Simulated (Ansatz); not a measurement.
# AlH₅O···HF: what the fields show

```yaml
atoms:
  - { symbol: Al, position_ang: [-1.0567, -0.3825, 0.2064] }
  - { symbol: H, position_ang: [-1.5501, -1.4588, 1.2779] }
  - { symbol: H, position_ang: [-1.7431, -0.1945, -1.2322] }
  - { symbol: H, position_ang: [-0.6295, 1.0713, 0.8967] }
  - { symbol: H, position_ang: [0.5063, 1.4781, 0.4649] }
  - { symbol: F, position_ang: [1.4228, 1.5446, 0.0458] }
  - { symbol: H, position_ang: [0.9403, -1.2294, -1.1610] }
  - { symbol: O, position_ang: [0.8037, -0.8575, -0.2689] }
  - { symbol: H, position_ang: [1.3062, 0.0287, -0.2295] }
```

Computed with RKS PBE-D4/def2-SVP in Ansatz 0.2.0.

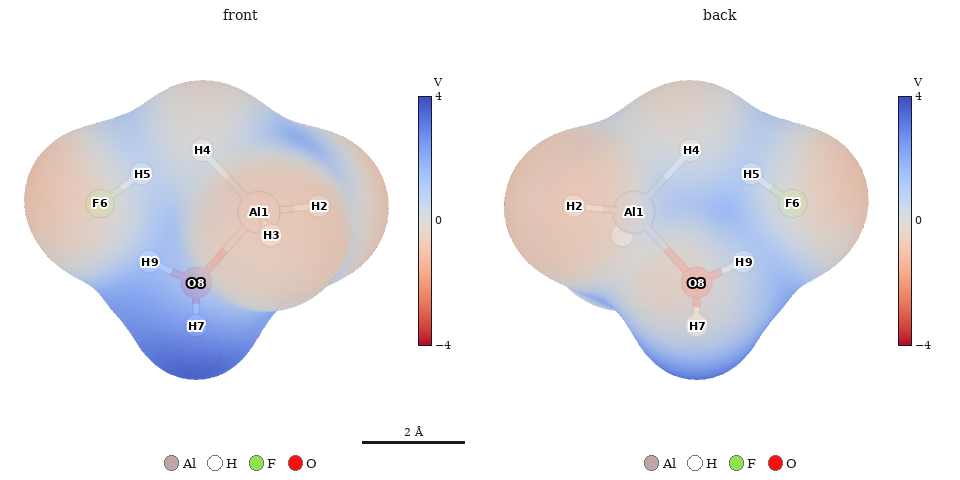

Figure 1. The molecular electrostatic potential painted on the density surface at 0.002 e/bohr³, seen from the front and from behind; red is negative and blue positive.

Describe the electrostatic potential map.

Answer. The most negative region (about −0.8 V) lies over F6, the most positive (about +3.5 V) over H7.

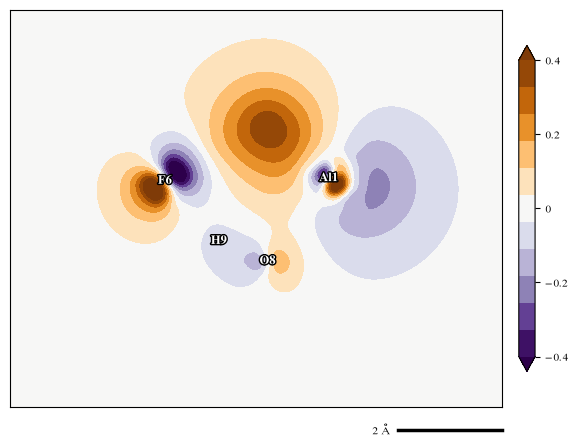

Figure 2. The HOMO−1 on the plane of atoms Al1, O8 and H9 (values in Å⁻³ᐟ²; the overall sign is arbitrary).

What is the character of this orbital?

Answer. Its weight (Hirshfeld) is mainly on Al1 (about 30 %), H4 (about 30 %), H3 (about 15 %), H2 (about 10 %) and F6 (about 10 %). Its energy is −7.22 eV.

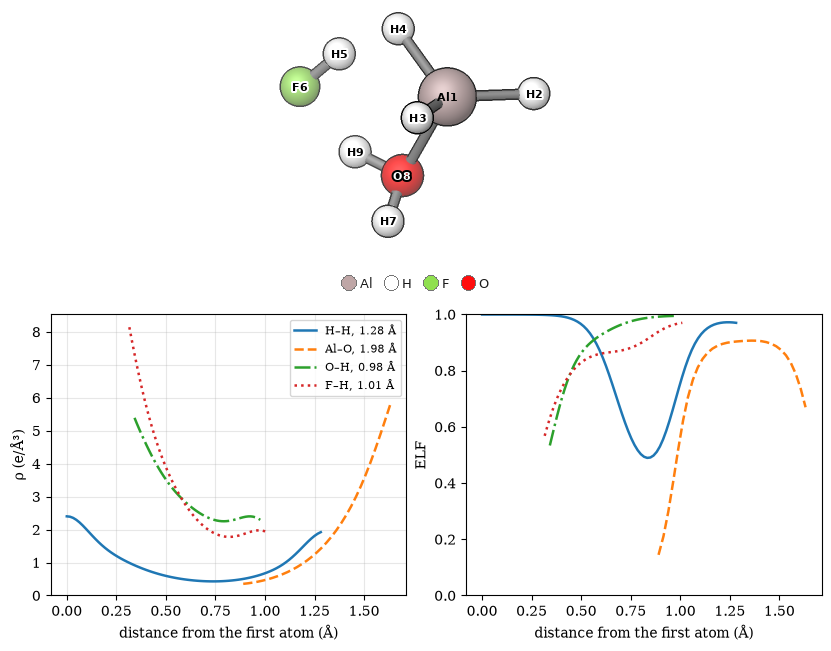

Figure 3. Total electron density and ELF along straight lines between neighbouring atoms. The curves leave out the atomic cores. The structure is drawn too.

Compare the contacts.

Answer. H4···H5 (1.28 Å): the density falls to about 0.43 e/Å³ on the way; the ELF is about 0.80 at the midpoint and 0.50 at its lowest between the atoms.
Al–O (1.98 Å): ρ is about 0.45 e/Å³ halfway; the ELF peaks at about 0.90 in the valence shell of O, 0.6 Å from its nucleus, and is about 0.50 at the midpoint.
O–H (0.98 Å): the density is about 3.6 e/Å³ at the midpoint; the ELF climbs to about 1 towards the hydrogen, as it does in any bond to H; a covalent bond by its length.
F–H (1.01 Å): the density is about 3.8 e/Å³ at the midpoint; the ELF climbs to about 0.95 towards the hydrogen.

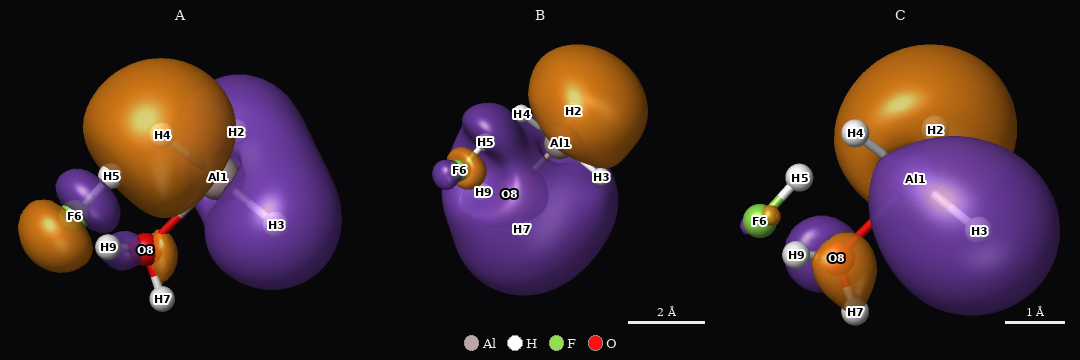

Figure 4. Three frontier orbitals at ±0.06 Å⁻³ᐟ² (orange and purple are the two phases), in no order.

Order the three orbitals by energy and name them.

Answer. A is the HOMO−1 (−7.22 eV). Its weight (Hirshfeld) is mainly on Al1 (about 30 %), H4 (about 30 %), H3 (about 15 %), H2 (about 10 %) and F6 (about 10 %). C is the HOMO (−6.75 eV). Its weight (Hirshfeld) is mainly on Al1 (about 35 %), H2 (about 30 %) and H3 (about 30 %). B is the LUMO (−1.02 eV). Its weight (Hirshfeld) is mainly on Al1 (about 45 %), H7 (about 20 %) and O8 (about 15 %).

What is the HOMO–LUMO gap?

Answer. 5.73 eV between the orbital energies.
